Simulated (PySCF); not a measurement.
# C6H5F (Fluorobenzene): the cost of one run

Computed with PySCF 2.14.0 and routines of our own; the level stands in each step. Atoms count from 0.

## 1. The system as given

12 atoms, charge 0, multiplicity 1; geometry from: GFN2-xTB.

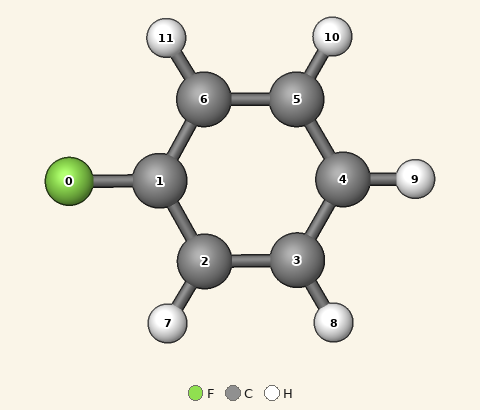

The starting geometry (fluorine green, carbon grey, hydrogen white).

## 2. Geometry optimisation at PBE/6-31+G*

The job: settings as JSON, then the geometry in Å.

```
{"job": {"xc": "PBE", "basis": "6-31+G*", "grid": 1, "kind": "geom"}, "charge": 0, "multiplicity": 1}
F     -2.255213    -1.465224     0.011692
C     -1.122564    -0.729488     0.004484
C      0.097591    -1.379539    -0.019046
C      1.252996    -0.617615    -0.026258
C      1.178173     0.765381    -0.009484
C     -0.054904     1.395957     0.014139
C     -1.220560     0.649697     0.020793
H      0.130888    -2.457517    -0.030474
H      2.214578    -1.107869    -0.044809
H      2.083462     1.353298    -0.013799
H     -0.111310     2.473986     0.027126
H     -2.191939     1.118246     0.039608
```

Started as:

```console
> OMP_NUM_THREADS=1 python excited_run.py task.json out
```

One launch serves the whole session: the jobs run in the order shown.

**Question.** How long does this first job take on 1 thread of Arm Neoverse N1, shared host, and how much memory does it need?

About 62 s, with a peak of 0.52 GiB.
